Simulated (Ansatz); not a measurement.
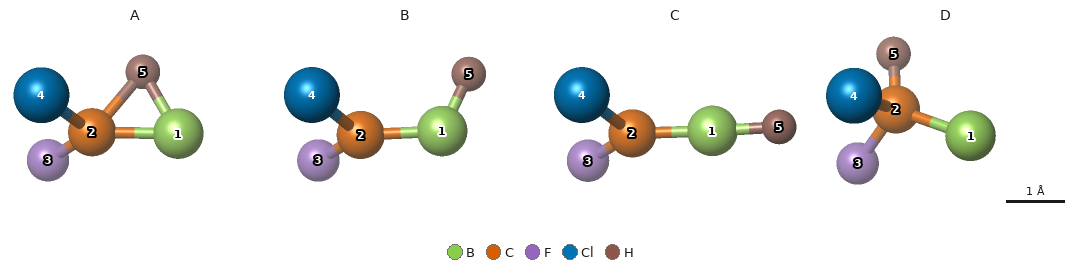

4 geometries from a converged minimum-energy path of CHBClF, shuffled. A ball-and-stick model, seen from a free direction.

These are results of Ansatz, RKS PBE0-D4/def2-mTZVP, not measurements. Set-up: 5 movable images; climbing image; force threshold 0.05 eV/Å; iteration limit 60; starting path through a guess of the saddle point.

> Which frame is the top of the path?

A. In order along the path, whose images run from 0 to 6: C (image 0, 0.0 kJ/mol), B (image 2, +76.7 kJ/mol), A (image 4, +199.2 kJ/mol), D (image 6, +112.7 kJ/mol). A hydrogen atom shifts from one atom to another. Breaking: B1–H5 (1.17 → 1.36 at the top → 2.36 Å). Forming: C2–H5 (2.56 → 1.45 at the top → 1.09 Å).

The run took 60 s on 2 threads of Intel(R) Xeon(R) 6975P-C (Granite Rapids), with other jobs on the host, peak memory 0.17 GiB.
